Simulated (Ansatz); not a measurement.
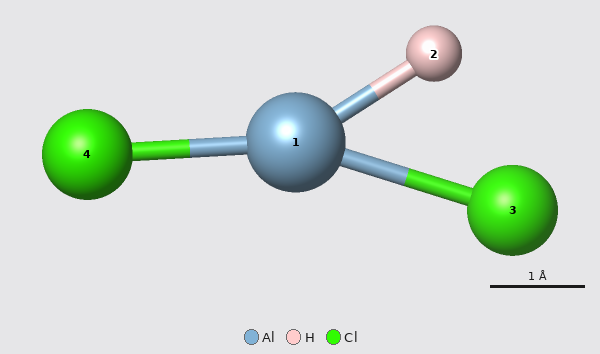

Fig. 1: The structure as given in the input (ball-and-stick view, seen on its broad side; atoms are numbered from 1 in the order of the input). Sticks mark near contacts. Bond lengths as drawn: Al–Cl 2.23 to 2.43 Å and Al–H 1.76 Å.

**AlHCl2: geometry relaxation**

AlHCl2, computed with RKS PBE-D4/def2-SVPD (Ansatz 0.2.0).

The input holds or restrains some coordinates. Forces given for the steps count only the free coordinates. It belongs to a series of runs on one base structure; here: pulled along the bonds that form and break, towards end B. Figures and captions count atoms from 1; the log counts them from 0 in places.

Input:
```yaml
crystal:
  periodic: [false, false, false]
  atoms:
    - { symbol: Al, position_ang: [0.0, 0.0, 0.0] }
    - { symbol: H, position_ang: [0.8998, 0.0, 1.5126] }
    - { symbol: Cl, position_ang: [2.3982, 0.0, 0.3916] }
    - { symbol: Cl, position_ang: [-1.9312, 0.0, -1.115] }
basis:
  gaussian: { orbitals: def2-SVPD }
hamiltonian:
  xc: pbe
  dispersion: d4
relax:
  f_tol: 0.15
  max_steps: 25
  restrain:
    - { distance: [1, 2], at: 1.37, k: 30.0 }
    - { distance: [0, 1], at: 2.76, k: 30.0 }
    - { distance: [0, 2], at: 3.43, k: 30.0 }
output:
  orbitals: {}
```

Run on 2 threads of Arm Neoverse V1, 24 GiB of memory available, shared host.

Launch command:
```bash
ansatz run input.yaml --threads 2 --pin off --max-ram 3072MiB --backend cpu --events-out ev --progress --plain --runs-dir out
```

The program's output:
```
The last accepted step is kept in [file] (removed where the run ends without a failure and the disk answers)
Engine: ansatz 0.2.0, aarch64-unknown-linux-gnu
Functional definition: PBE
  parameter kappa = 0.804
  parameter beta = 0.06672455060314922
  exchange = pbe_x(kappa = kappa, mu = beta*pi^2/3)
  correlation = pbe_c(beta = beta)
845 factors; their error is unknown
mean field evaluation 1: about -31633.1408 eV, gradient 2.6e1 eV
mean field evaluation 2: about -31612.6855 eV, gradient 8.2e1 eV
mean field evaluation 4: about -31635.4461 eV, gradient 8.2e0 eV
mean field evaluation 8: about -31635.6768 eV, gradient 3.4e-2 eV
mean field evaluation 16: about -31635.6344 eV, gradient 9.3e-6 eV
mean field -31635.63438741 eV, -1162.5881203340 hartree, gradient 9.3e-6 eV, S^2 0.000000; 0 other end points of the search recorded, 0 dependent functions left out
the calculation of the forces begins
reference -31635.63442966 eV, -1162.5881218870 hartree; 24, 24 occupied and 62, 62 virtual orbitals, 845 factors
relax step   1: F+E_penalty+E_count = -31635.71458106 eV  Δ(F+E_penalty+E_count) = +0.000e0 eV  max|allowed force component| = 1.783e0 eV/Å  E_restraint = 33.77100594 eV  max|allowed force component, restraints' pulls added| = 4.476e1 eV/Å  Δτ_max = 0.0000 Å  (30 SCF iters, accepted)
  distance H 1 - Cl 2 = 1.8713 Å
  distance Al 0 - H 1 = 1.7600 Å
  distance Al 0 - Cl 2 = 2.4300 Å
these checks for a lower state are left out or cut short: starts, cluster_reference, orbital_swaps, neighbouring_geometries, increment
845 factors; their error is unknown
mean field -31635.03660865 eV, -1162.5661523700 hartree, gradient 2.1e-5 eV, S^2 0.000000; 0 other end points of the search recorded, 0 dependent functions left out
[... from here on the field's lines of each further geometry are left out, up to the last ...]
relax step   2: F+E_penalty+E_count = -31635.12945059 eV  Δ(F+E_penalty+E_count) = +5.851e-1 eV  max|allowed force component| = 2.616e0 eV/Å  E_restraint = 19.21225100 eV  max|allowed force component, restraints' pulls added| = 3.243e1 eV/Å  Δτ_max = 0.1950 Å  (36 SCF iters, accepted)
relax step   3: F+E_penalty+E_count = -31634.51867419 eV  Δ(F+E_penalty+E_count) = +6.108e-1 eV  max|allowed force component| = 5.637e0 eV/Å  E_restraint = 8.05359631 eV  max|allowed force component, restraints' pulls added| = 1.772e1 eV/Å  Δτ_max = 0.1949 Å  (36 SCF iters, accepted)
relax step   4: F+E_penalty+E_count = -31635.08107378 eV  Δ(F+E_penalty+E_count) = -5.624e-1 eV  max|allowed force component| = 6.203e0 eV/Å  E_restraint = 1.60324162 eV  max|allowed force component, restraints' pulls added| = 9.070e0 eV/Å  Δτ_max = 0.1968 Å  (33 SCF iters, accepted)
relax step   5: F+E_penalty+E_count = -31636.17759927 eV  Δ(F+E_penalty+E_count) = -1.097e0 eV  max|allowed force component| = 2.499e0 eV/Å  E_restraint = 0.07498494 eV  max|allowed force component, restraints' pulls added| = 2.499e0 eV/Å  Δτ_max = 0.1986 Å  (33 SCF iters, accepted)
relax step   6: F+E_penalty+E_count = -31636.43137125 eV  Δ(F+E_penalty+E_count) = -2.538e-1 eV  max|allowed force component| = 9.441e-1 eV/Å  E_restraint = 0.00674009 eV  max|allowed force component, restraints' pulls added| = 5.527e-1 eV/Å  Δτ_max = 0.1291 Å  (28 SCF iters, accepted)
relax step   7: F+E_penalty+E_count = -31636.46037782 eV  Δ(F+E_penalty+E_count) = -2.901e-2 eV  max|allowed force component| = 7.247e-1 eV/Å  E_restraint = 0.01956201 eV  max|allowed force component, restraints' pulls added| = 5.998e-1 eV/Å  Δτ_max = 0.0773 Å  (28 SCF iters, accepted)
relax step   8: F+E_penalty+E_count = -31636.48359056 eV  Δ(F+E_penalty+E_count) = -2.321e-2 eV  max|allowed force component| = 6.335e-1 eV/Å  E_restraint = 0.01559102 eV  max|allowed force component, restraints' pulls added| = 9.139e-2 eV/Å  Δτ_max = 0.1998 Å  (34 SCF iters, accepted)
relax step   9: F+E_penalty+E_count = -31636.50056020 eV  Δ(F+E_penalty+E_count) = -1.697e-2 eV  max|allowed force component| = 6.383e-1 eV/Å  E_restraint = 0.02473757 eV  max|allowed force component, restraints' pulls added| = 8.188e-1 eV/Å  Δτ_max = 0.1953 Å  (34 SCF iters, accepted)
relax step  10: F+E_penalty+E_count = -31636.51910208 eV  Δ(F+E_penalty+E_count) = -1.854e-2 eV  max|allowed force component| = 4.753e-1 eV/Å  E_restraint = 0.02622967 eV  max|allowed force component, restraints' pulls added| = 6.967e-1 eV/Å  Δτ_max = 0.1317 Å  (29 SCF iters, accepted)
relax step  11: F+E_penalty+E_count = -31636.52069189 eV  Δ(F+E_penalty+E_count) = -1.590e-3 eV  max|allowed force component| = 5.846e-1 eV/Å  E_restraint = 0.01640377 eV  max|allowed force component, restraints' pulls added| = 2.327e-1 eV/Å  Δτ_max = 0.0557 Å  (28 SCF iters, accepted)
relax step  12: F+E_penalty+E_count = -31636.52118670 eV  Δ(F+E_penalty+E_count) = -4.948e-4 eV  max|allowed force component| = 7.361e-1 eV/Å  E_restraint = 0.01051944 eV  max|allowed force component, restraints' pulls added| = 4.166e-1 eV/Å  Δτ_max = 0.1434 Å  (29 SCF iters, accepted)
relax step  13: F+E_penalty+E_count = -31636.52409419 eV  Δ(F+E_penalty+E_count) = -2.907e-3 eV  max|allowed force component| = 7.178e-1 eV/Å  E_restraint = 0.00979612 eV  max|allowed force component, restraints' pulls added| = 1.609e-1 eV/Å  Δτ_max = 0.0629 Å  (28 SCF iters, accepted)
the calculation of the forces begins
reference -31636.42931578 eV, -1162.6173334128 hartree; 24, 24 occupied and 62, 62 virtual orbitals, 845 factors
relax step  14: F+E_penalty+E_count = -31636.52715036 eV  Δ(F+E_penalty+E_count) = -3.056e-3 eV  max|allowed force component| = 6.686e-1 eV/Å  E_restraint = 0.01201262 eV  max|allowed force component, restraints' pulls added| = 1.934e-2 eV/Å  Δτ_max = 0.0313 Å  (28 SCF iters, accepted)
  distance H 1 - Cl 2 = 1.3417 Å
  distance Al 0 - H 1 = 2.7595 Å
  distance Al 0 - Cl 2 = 3.4315 Å
```

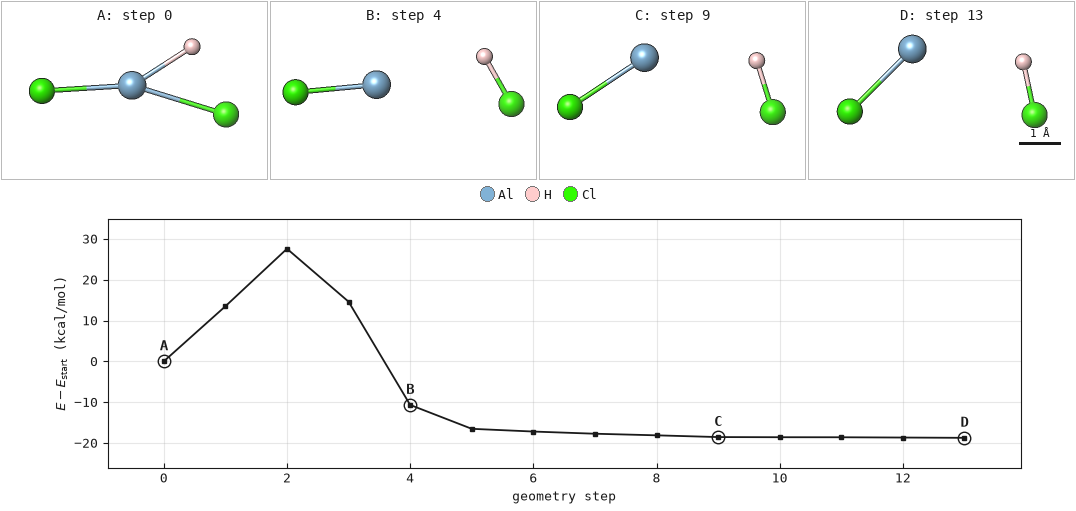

Fig. 2: Frames of the restrained relaxation (ball-and-stick view, seen at a tilt) above the curves, on which the letters mark them (the first geometry is step 0 here and step 1 in the log).

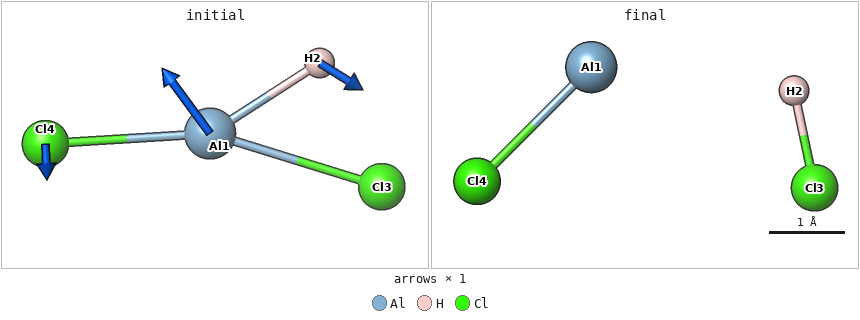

Fig. 3: Before (left) and after (right) the restrained relaxation, at one scale (ball-and-stick view, seen at a tilt). The blue arrows give the displacements, at true length. The energy falls by 18.7 kcal/mol in 13 geometry steps. Largest force component: 1.8 eV/Å at the start, 0.67 eV/Å at the end. The largest move after the best rigid fit is that of Al1, 1.11 Å. By element the largest moves are Al 1.11 Å, H 0.71 Å, Cl 0.51 Å. Distances before and after: Al1–Cl3 2.430 → 3.432 Å, Al1–H2 1.760 → 2.759 Å, H2–Cl3 1.871 → 1.342 Å, Al1–Cl4 2.230 → 2.181 Å. New bonds form: H2–Cl3 (1.87 → 1.34 Å). Bonds break: Al1–Cl3 (2.43 → 3.43 Å), Al1–H2 (1.76 → 2.76 Å). (Atoms are counted from 1 in the order of the input.)

```
845 factors; their error is unknown
mean field -31636.42927016 eV, -1162.6173317366 hartree, gradient 6.9e-6 eV, S^2 0.000000; 1 other end points of the search recorded, 0 dependent functions left out
the calculation of the forces begins
reference -31636.42931578 eV, -1162.6173334128 hartree; 24, 24 occupied and 62, 62 virtual orbitals, 845 factors
Total energy: -31636.52719598 eV, -1162.6209304438 hartree
Atom 0 at    -0.997284    -0.000001     0.482071 Å, force    -0.032029    -0.000000     0.001655 eV/Å
Atom 1 at     1.579080     0.000001     1.470532 Å, force     0.538560     0.000000    -0.668563 eV/Å
Atom 2 at     2.433916    -0.000000     0.436348 Å, force    -0.514218    -0.000000     0.660545 eV/Å
Atom 3 at    -1.648912     0.000000    -1.599751 Å, force     0.007687     0.000000     0.006363 eV/Å
Dipole moment:    -0.004385    -0.000000     0.461305 e Å
```

Trajectory as extended XYZ (Å, eV, eV/Å), 14 frames, from step=1 to step=14:
```
4
Properties=species:S:1:pos:R:3:forces:R:3 step=1 energy=-31635.71458
Al    0.0000    0.0000    0.0000    0.1874   0.0000   1.3816
H     0.8998    0.0000    1.5126   -1.7826   0.0000  -0.2165
Cl    2.3982    0.0000    0.3916    0.4910   0.0000  -1.3375
Cl   -1.9312    0.0000   -1.1150    1.1042   0.0000   0.1724
4
Properties=species:S:1:pos:R:3:forces:R:3 step=2 energy=-31635.12945
Al   -0.1649    0.0000   -0.1041    1.9427   0.0000   2.6161
H     1.0135    0.0000    1.5651   -0.3989   0.0000  -1.5147
Cl    2.4583    0.0000    0.4511   -0.1852   0.0000   0.1012
Cl   -1.9401    0.0000   -1.1229   -1.3586   0.0000  -1.2027
4
Properties=species:S:1:pos:R:3:forces:R:3 step=3 energy=-31634.51867
Al   -0.3371    0.0000   -0.1953    5.2897   0.0000   4.1543
H     1.1611    0.0000    1.5800    1.4060   0.0000  -2.2218
Cl    2.5109    0.0000    0.5466   -1.0590   0.0000   1.6129
Cl   -1.9682    0.0000   -1.1422   -5.6367   0.0000  -3.5454
4
Properties=species:S:1:pos:R:3:forces:R:3 step=4 energy=-31635.08107
Al   -0.4756    0.0000   -0.2532    5.6816   0.0000   3.9155
H     1.3577    0.0000    1.5713    2.1964   0.0000  -2.0260
Cl    2.5694    0.0000    0.6846   -1.6754   0.0000   1.9482
Cl   -2.0848    0.0000   -1.2136   -6.2026   0.0000  -3.8376
4
Properties=species:S:1:pos:R:3:forces:R:3 step=5 energy=-31636.17760
Al   -0.5470    0.0000   -0.2558    2.1435   0.0000   1.6042
H     1.5222    0.0000    1.5573    0.8459   0.0000  -0.7060
Cl    2.6434    0.0000    0.8086   -0.4903   0.0000   0.7360
Cl   -2.2519    0.0000   -1.3209   -2.4992   0.0000  -1.6343
4
Properties=species:S:1:pos:R:3:forces:R:3 step=6 energy=-31636.43137
Al   -0.5666    0.0000   -0.1994    0.0614   0.0000   0.2624
H     1.5661    0.0000    1.5567    0.9441   0.0000  -0.7041
Cl    2.7133    0.0000    0.8411   -0.6922   0.0000   0.7124
Cl   -2.3459    0.0000   -1.4092   -0.3133   0.0000  -0.2707
4
Properties=species:S:1:pos:R:3:forces:R:3 step=7 energy=-31636.46038
Al   -0.6043    0.0000   -0.1319   -0.1695   0.0000   0.1020
H     1.5895    0.0000    1.5563    0.7247   0.0000  -0.5770
Cl    2.7113    0.0000    0.8215   -0.4966   0.0000   0.5779
Cl   -2.3296    0.0000   -1.4568   -0.0587   0.0000  -0.1029
4
Properties=species:S:1:pos:R:3:forces:R:3 step=8 energy=-31636.48359
Al   -0.7015    0.0000    0.0427   -0.2235   0.0000   0.0449
H     1.6085    0.0000    1.5513    0.6335   0.0000  -0.5851
Cl    2.6693    0.0000    0.7332   -0.4514   0.0000   0.5626
Cl   -2.2095    0.0000   -1.5381    0.0413   0.0000  -0.0224
4
Properties=species:S:1:pos:R:3:forces:R:3 step=9 energy=-31636.50056
Al   -0.8069    0.0000    0.2071   -0.3114   0.0000  -0.1897
H     1.6251    0.0000    1.5433    0.6243   0.0000  -0.6383
Cl    2.6203    0.0000    0.6436   -0.5113   0.0000   0.6077
Cl   -2.0717    0.0000   -1.6048    0.1984   0.0000   0.2203
4
Properties=species:S:1:pos:R:3:forces:R:3 step=10 energy=-31636.51910
Al   -0.8719    0.0000    0.3105   -0.2427   0.0000  -0.1929
H     1.6207    0.0000    1.5217    0.4268   0.0000  -0.4753
Cl    2.5588    0.0000    0.5771   -0.3403   0.0000   0.4497
Cl   -1.9408    0.0000   -1.6200    0.1562   0.0000   0.2185
4
Properties=species:S:1:pos:R:3:forces:R:3 step=11 energy=-31636.52069
Al   -0.8929    0.0000    0.3392   -0.1393   0.0000  -0.0371
H     1.6082    0.0000    1.5125    0.5138   0.0000  -0.5846
Cl    2.5371    0.0000    0.5499   -0.4397   0.0000   0.5567
Cl   -1.8857    0.0000   -1.6124    0.0652   0.0000   0.0649
4
Properties=species:S:1:pos:R:3:forces:R:3 step=12 energy=-31636.52119
Al   -0.9617    0.0000    0.4341   -0.0853   0.0000  -0.0755
H     1.5923    0.0000    1.4902    0.6125   0.0000  -0.7361
Cl    2.4785    0.0000    0.4772   -0.5787   0.0000   0.7179
Cl   -1.7423    0.0000   -1.6123    0.0515   0.0000   0.0937
4
Properties=species:S:1:pos:R:3:forces:R:3 step=13 energy=-31636.52409
Al   -0.9846    0.0000    0.4663   -0.0478   0.0000  -0.0221
H     1.5828    0.0000    1.4780    0.5825   0.0000  -0.7178
Cl    2.4485    0.0000    0.4491   -0.5557   0.0000   0.7055
Cl   -1.6799    0.0000   -1.6042    0.0210   0.0000   0.0343
4
Properties=species:S:1:pos:R:3:forces:R:3 step=14 energy=-31636.52715
Al   -0.9973    0.0000    0.4821   -0.0320   0.0000   0.0017
H     1.5791    0.0000    1.4705    0.5386   0.0000  -0.6686
Cl    2.4339    0.0000    0.4363   -0.5142   0.0000   0.6605
Cl   -1.6489    0.0000   -1.5998    0.0077   0.0000   0.0064
```

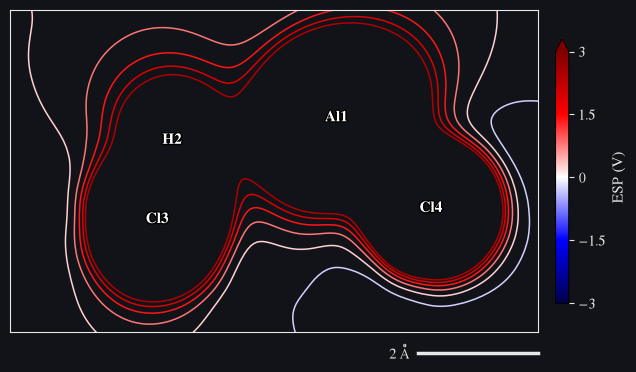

Fig. 4: Molecular electrostatic potential on the molecular plane.

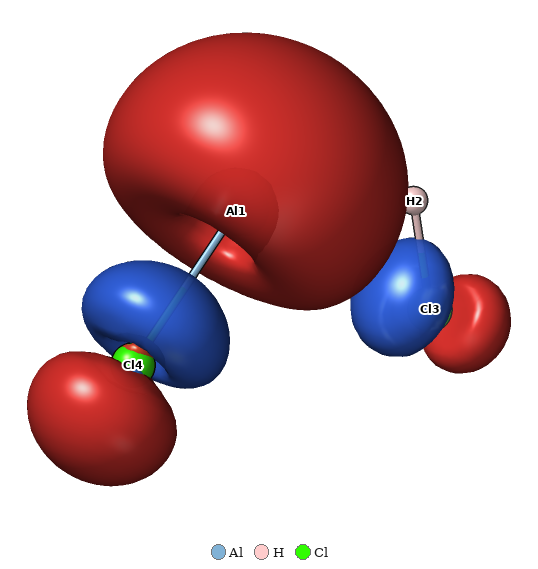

Fig. 5: One frontier orbital at ±0.1 Å⁻³ᐟ² (blue and red are the two phases), seen at an oblique angle. The HOMO, at −6.25 eV. It lies mainly on Al1 (75 %) and Cl4 (20 %); it is symmetric in the molecular plane (σ or in-plane lone-pair type).

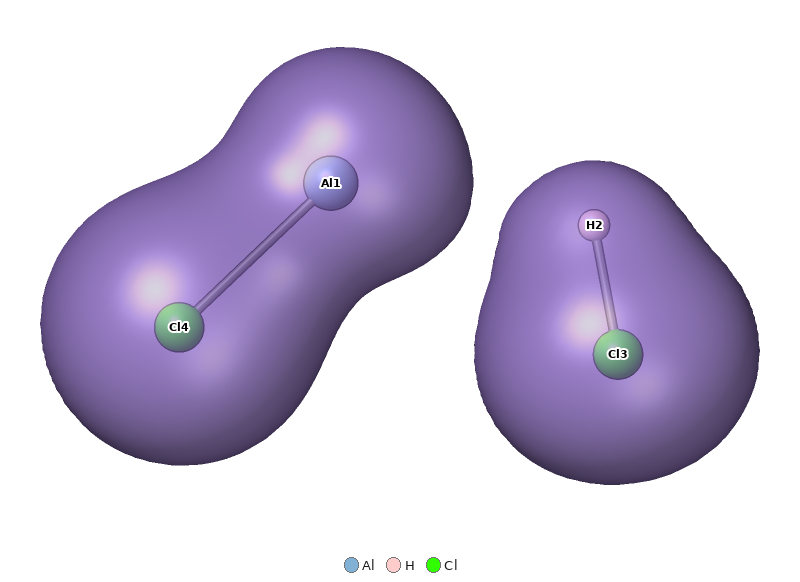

Fig. 6: Isosurface of the electron density at 0.1 e/Å³ (purple), seen at a tilt. At this value the surface falls into two separate pieces. It is pinched off along the Al···H (2.76 Å) contacts. On the grid the lowest density along these lines, outside the cores, is 0.08 e/Å³ (Al···H, 2.76 Å), 0.41 e/Å³ (Al–Cl, 2.18 Å) and 1.4 e/Å³ (Cl–H, 1.34 Å).

Key numbers:

| quantity | value |
| --- | --- |
| outcome | converged under the restraints of the input |
| total energy | −31636.5272 eV |
| mean-field energy | −31636.4293 eV |
| largest force (length of the vector) at the end, held atoms and coordinates included | 0.859 eV/Å |
| wall time | 16 s (CPU time 30 s) |
| peak memory | 0.15 GiB |
